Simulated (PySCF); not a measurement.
```yaml
atoms:
  - { symbol: O, position_ang: [1.3432, 1.3171, 0.8793] }
  - { symbol: C, position_ang: [2.0120, 0.8013, 0.0153] }
  - { symbol: N, position_ang: [1.5688, -0.1304, -0.8346] }
  - { symbol: Si, position_ang: [-0.1045, -0.7032, -0.7405] }
  - { symbol: C, position_ang: [-1.2825, 0.7908, -0.6644] }
  - { symbol: Si, position_ang: [-1.3752, 0.6019, 1.2663] }
  - { symbol: C, position_ang: [-0.5271, -1.1334, 1.0657] }
  - { symbol: H, position_ang: [3.0748, 1.0786, -0.1325] }
  - { symbol: H, position_ang: [2.2194, -0.4872, -1.5124] }
  - { symbol: H, position_ang: [-0.1405, -1.6894, -1.8229] }
  - { symbol: H, position_ang: [-2.2410, 0.6271, -1.1522] }
  - { symbol: H, position_ang: [-0.8842, 1.7274, -1.0429] }
  - { symbol: H, position_ang: [-2.7628, 0.5063, 1.7646] }
  - { symbol: H, position_ang: [0.3196, -1.3379, 1.7139] }
  - { symbol: H, position_ang: [-1.2244, -1.9610, 1.1755] }
```

Geometry: GFN2-xTB.

The calculation used UKS B3LYP, pcH-1 on C H N O Si, non-relativistic, mean-field spin-orbit, GIAO (PySCF 2.14.0, density-fitted response routines).

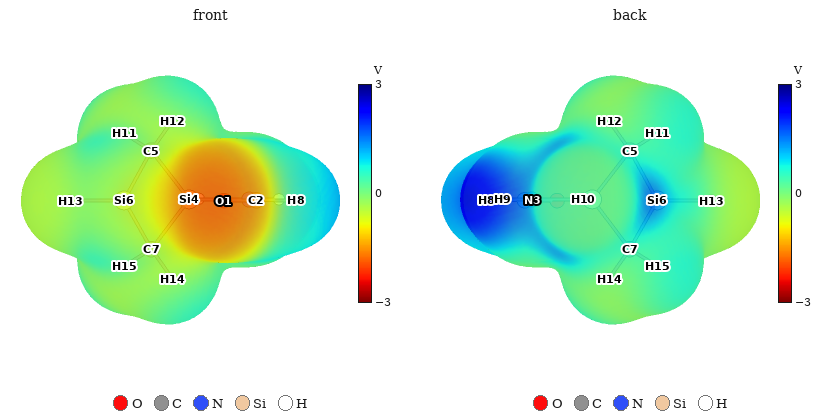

C3H8NOSi2 (SMILES O=CN[SiH]1C[SiH]C1) (doublet). The molecular electrostatic potential painted on the density surface at 0.002 e/bohr³, seen from the front and from behind; the colour scale runs from red (negative) to blue (positive).

Describe the electrostatic potential map.

The most negative region (about −1.8 V, or −42 kcal/mol for a unit charge) lies over O1, the most positive (about +2.4 V, or +55 kcal/mol for a unit charge) over H9. O1 is the likeliest acceptor of a hydrogen bond.
